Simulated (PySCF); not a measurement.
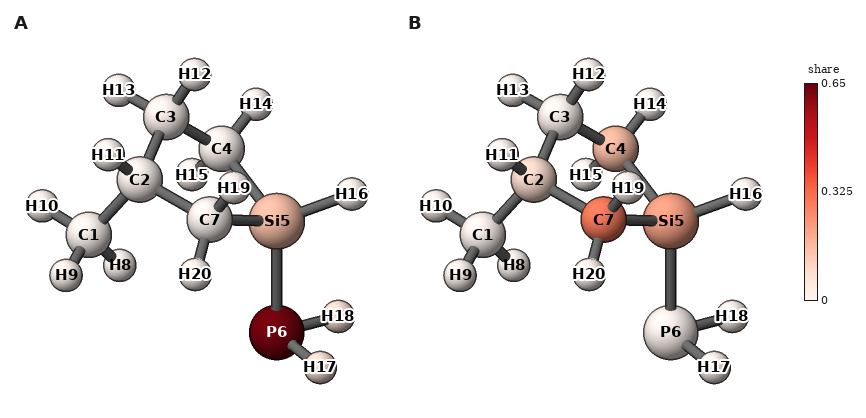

Each panel colours the atoms by their Löwdin share in one orbital (up to four of the largest shares; other atoms are shown as zero). The geometry was computed by an optimisation with GFN2-xTB. No frequency run is at hand to confirm it as a minimum. Level of theory: PBE0/def2-SVPD (PySCF 2.14.0).

**The panels show the HOMO−1, HOMO, in some order. Which is which?**

A: HOMO, −7.34 eV; P6 0.63, Si5 0.15, H17 0.07, H18 0.06
B: HOMO−1, −8.11 eV; C7 0.28, Si5 0.21, C4 0.15, C2 0.08

The geometry is semi-empirical. Around P, Si such bond lengths and angles can be off by a tenth of an ångström or more and by several degrees, and values that hang on the shape move with them.
